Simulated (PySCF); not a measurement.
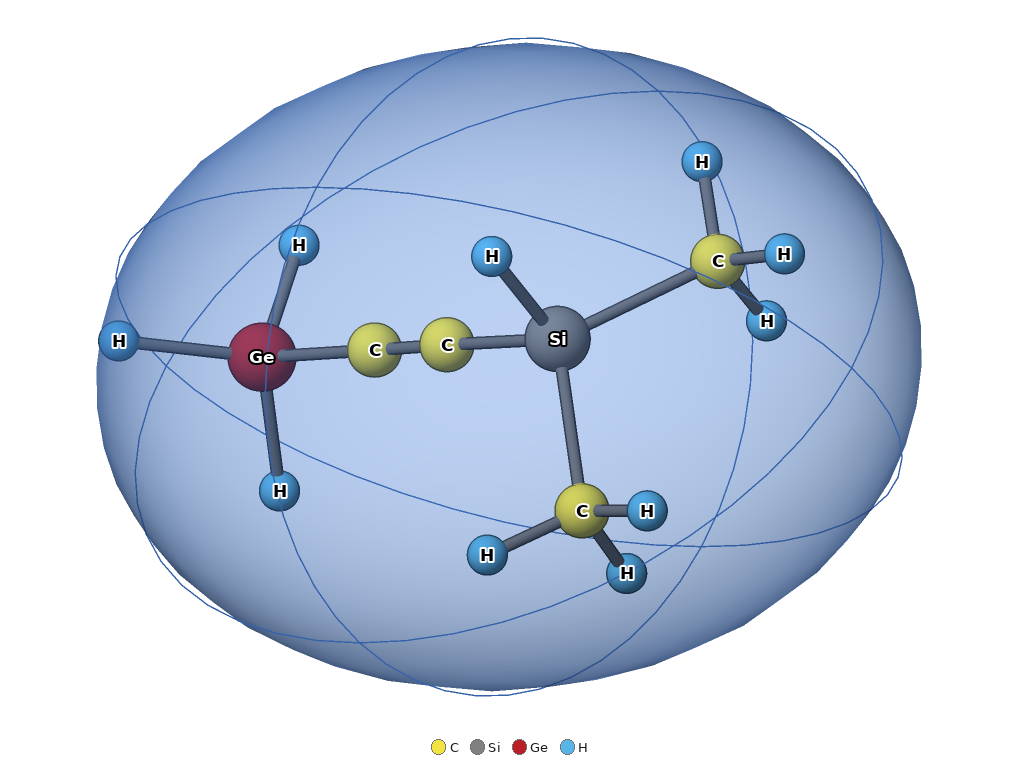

The ellipsoid shows the static dipole polarisability: its half-axes are proportional to the principal values. The computed structure is the end point of a PBE0-D3(BJ)/def2-SVP optimisation. No frequency run is at hand to confirm it as a minimum. Level of theory: PBE0/def2-TZVP (PySCF 2.14.0).

Question: Give the principal values, the mean and the anisotropy.

Answer: Principal values 83.8, 91.3, 142.6 bohr³; mean 105.9 bohr³ (15.69 Å³); anisotropy 55.4 bohr³, so the longest axis is 1.70 times the shortest.
